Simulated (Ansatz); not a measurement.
**BH2 (boron dihydride) at UB2PLYP/3-21G**

Aim: the energy change on altering one bond length of BH2 (boron dihydride) at UB2PLYP/3-21G, from 2 runs. 

The calculation is run with Ansatz 0.2.0.

58 further runs of the same task are left out: 58 set aside as unsound or not needed.

## (1) Starting point

The species is BH2 (3 atoms), meant as a doublet with charge 0. As SMILES, `[BH2]`. The shape is that of a GFN2-xTB optimisation.

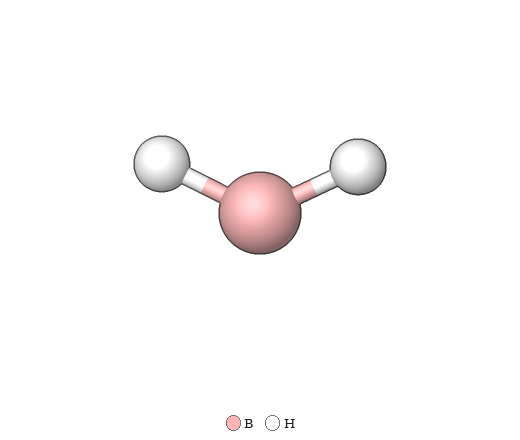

Viewed from a chosen angle; boron pink, hydrogen white.

## (2) The energy at UB2PLYP/3-21G

run.yaml reads:

```yaml
crystal:
  periodic: [false, false, false]
  atoms:
    - symbol: B
      position_ang: [0.262840, -0.166230, 0.128640]
    - symbol: H
      position_ang: [0.280020, 0.985320, 0.260980]
    - symbol: H
      position_ang: [-0.542860, -0.819090, -0.389630]
basis:
  gaussian:
    orbitals: 3-21G.json
accuracy: high
correlation:
  frozen_orbitals: {B: 1, H: 0}
hamiltonian:
  xc: {name: B2PLYP}
magnetization:
  spin_polarized: true
  initial_magnetization: 1
```

The basis set 3-21G is read from a file made from the Basis Set Exchange's data (not shown).

Started as:

```console
$ ansatz run run.yaml --threads 1 --pin off --max-ram 2610MiB --events-out events.jsonl --progress --plain --runs-dir runs
```

Output:

```text
Warning: RAYON_NUM_THREADS=1 ignored (pool sized by the plan → 1); use --threads N
Functional definition: B2PLYP
  name "B2PLYP"
  parameter a = 0.53
  parameter c = 0.27
  exchange = (1 - a)*b88_x + a*exact_x
  correlation = (1 - c)*lyp_c + c*(mp2_os + mp2_ss)
250 factors; integrals over basis functions are off by at most 1.0e-8 eV
mean field evaluation 1: about -699.7402 eV, gradient 3.8e0 eV
mean field evaluation 2: about -699.7271 eV, gradient 3.8e0 eV
mean field evaluation 4: about -699.9059 eV, gradient 3.3e-1 eV
mean field evaluation 8: about -699.9075 eV, gradient 2.4e-3 eV
mean field evaluation 16: about -699.9075 eV, gradient 5.6e-8 eV
mean field -699.90746847 eV, -25.7211250520 hartree, gradient 5.6e-8 eV, S^2 0.750755; 2 other end points of the search recorded, 0 dependent functions left out
1 core orbitals not correlated: weight in the atoms' cores, before any rotation towards them, 1.000 or more for the frozen orbitals, at most 0.000 for the correlated occupied ones
reference -699.90748412 eV, -25.7211256270 hartree; 3, 2 occupied and 9, 10 virtual orbitals, 250 factors
second order -1.29169934 eV of doubles, -0.00000000 eV of singles
Total energy: -700.25624294 eV, -25.7339422773 hartree
```

Run time: 0.7 s. Hardware: 1 thread of Arm Neoverse V1, shared host; peak memory 0.092 GiB.

## (3) The distorted shape at the same level

job.yaml reads:

```yaml
basis:
  gaussian:
    orbitals: 3-21G.json
crystal:
  periodic: [false, false, false]
  atoms:
    - {symbol: B, position_ang: [0.464245, -0.003031, 0.258195]}
    - {symbol: H, position_ang: [0.481425, 1.148519, 0.390535]}
    - {symbol: H, position_ang: [-0.542860, -0.819090, -0.389630]}
magnetization:
  spin_polarized: true
  initial_magnetization: 1
hamiltonian:
  xc: {name: B2PLYP}
correlation:
  frozen_orbitals: {B: 1, H: 0}
accuracy: high
```

The basis set 3-21G is read from a file made from the Basis Set Exchange's data (not shown).

Started as:

```console
$ ansatz run job.yaml --threads 1 --pin off --max-ram 2610MiB --events-out events.jsonl --progress --plain --runs-dir runs
```

Output:

```text
Warning: RAYON_NUM_THREADS=1 ignored (pool sized by the plan → 1); use --threads N
[... 6 set-up lines as earlier in the session ...]
249 factors; integrals over basis functions are off by at most 3.5e-9 eV
mean field evaluation 1: about -699.1261 eV, gradient 3.6e0 eV
mean field evaluation 2: about -699.1151 eV, gradient 3.6e0 eV
mean field evaluation 4: about -699.3431 eV, gradient 2.8e-1 eV
mean field evaluation 8: about -699.3452 eV, gradient 1.2e-2 eV
mean field evaluation 16: about -699.3453 eV, gradient 6.1e-6 eV
mean field -699.34525070 eV, -25.7004639302 hartree, gradient 2.0e-8 eV, S^2 0.750627; 2 other end points of the search recorded, 0 dependent functions left out
1 core orbitals not correlated: weight in the atoms' cores, before any rotation towards them, 1.000 or more for the frozen orbitals, at most 0.000 for the correlated occupied ones
reference -699.34526615 eV, -25.7004644979 hartree; 3, 2 occupied and 9, 10 virtual orbitals, 249 factors
second order -1.40910651 eV of doubles, -0.00000000 eV of singles
Total energy: -699.72572491 eV, -25.7144460993 hartree
```

Wall time 0.74 s (1 thread of Arm Neoverse V1, shared host); peak memory 0.092 GiB.

## (4) What came out

At UB2PLYP/3-21G, 1 core orbital frozen:

| quantity | value |
| --- | --- |
| first shape: total energy | -25.73394 Eh |
| first shape: ⟨S²⟩ | 0.751 |
| distorted shape: total energy | -25.71445 Eh |
| distorted shape: ⟨S²⟩ | 0.751 |
| energy change with the B1–H3 bond stretched from 1.159 to 1.449 Å | 0.531 eV |

In words: With the B1–H3 bond stretched from 1.159 to 1.449 Å the energy rises by 0.53 eV (51.2 kJ/mol). The first shape isn't relaxed at this level, so the change isn't measured from a minimum.
